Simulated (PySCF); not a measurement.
```json
{"atom": "B", "x (Å)": "0.2516", "y (Å)": "-1.1024", "z (Å)": "-1.0539"}
{"atom": "Si", "x (Å)": "0.0638", "y (Å)": "0.5731", "z (Å)": "-0.0255"}
{"atom": "B", "x (Å)": "-1.6708", "y (Å)": "0.7551", "z (Å)": "0.8720"}
{"atom": "C", "x (Å)": "-2.9484", "y (Å)": "1.1170", "z (Å)": "0.0688"}
{"atom": "Si", "x (Å)": "-3.7675", "y (Å)": "-0.5258", "z (Å)": "-0.4800"}
{"atom": "C", "x (Å)": "1.4967", "y (Å)": "0.6750", "z (Å)": "1.2959"}
{"atom": "Si", "x (Å)": "3.2591", "y (Å)": "0.5759", "z (Å)": "0.6153"}
{"atom": "Si", "x (Å)": "3.2500", "y (Å)": "-0.9816", "z (Å)": "-1.0952"}
{"atom": "H", "x (Å)": "0.1106", "y (Å)": "-2.1280", "z (Å)": "-0.4812"}
{"atom": "H", "x (Å)": "-0.1189", "y (Å)": "-1.1148", "z (Å)": "-2.1753"}
{"atom": "H", "x (Å)": "0.3785", "y (Å)": "1.7821", "z (Å)": "-0.8573"}
{"atom": "H", "x (Å)": "-1.8157", "y (Å)": "0.4926", "z (Å)": "2.0114"}
{"atom": "H", "x (Å)": "-2.7659", "y (Å)": "1.6926", "z (Å)": "-0.8395"}
{"atom": "H", "x (Å)": "-3.7049", "y (Å)": "1.6493", "z (Å)": "0.6481"}
{"atom": "H", "x (Å)": "-2.8454", "y (Å)": "-1.3240", "z (Å)": "-1.2876"}
{"atom": "H", "x (Å)": "-4.1963", "y (Å)": "-1.2999", "z (Å)": "0.6892"}
{"atom": "H", "x (Å)": "-4.9572", "y (Å)": "-0.1935", "z (Å)": "-1.2740"}
{"atom": "H", "x (Å)": "1.3829", "y (Å)": "1.5856", "z (Å)": "1.8839"}
{"atom": "H", "x (Å)": "1.3460", "y (Å)": "-0.1488", "z (Å)": "1.9965"}
{"atom": "H", "x (Å)": "4.2306", "y (Å)": "0.1969", "z (Å)": "1.6596"}
{"atom": "H", "x (Å)": "3.7042", "y (Å)": "1.8864", "z (Å)": "0.1169"}
{"atom": "H", "x (Å)": "1.7468", "y (Å)": "-1.2214", "z (Å)": "-1.3346"}
{"atom": "H", "x (Å)": "3.7992", "y (Å)": "-2.3238", "z (Å)": "-0.8622"}
{"atom": "H", "x (Å)": "3.7592", "y (Å)": "-0.5977", "z (Å)": "-2.4169"}
```

Geometry: GFN2-xTB.

These are results of PBE0/pcSseg-1, SCF density, gas phase, non-relativistic in PySCF, not measurements.

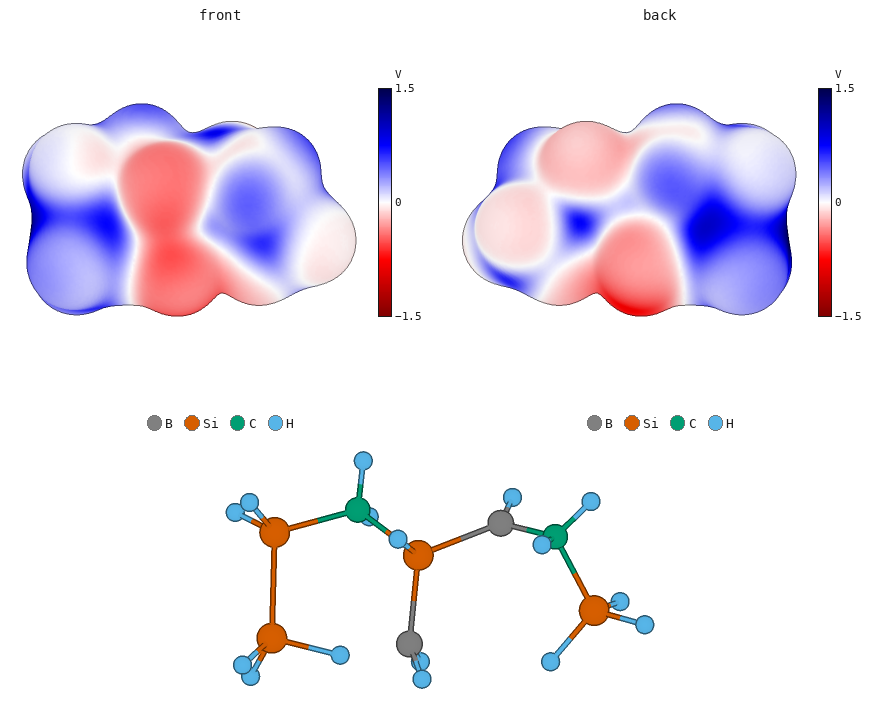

C2H16B2Si4. The molecular electrostatic potential painted on the density surface at 0.001 e/bohr³, seen from the front and from behind; the colour scale runs from red (negative) to blue (positive). The bare structure is drawn below in the same view.

### Describe the electrostatic potential map.

The most negative region (about −0.7 V) lies over H10, the most positive (about +1.3 V) over Si8.

### What dipole moment does the calculation give?

Its dipole moment is 1.39 D.
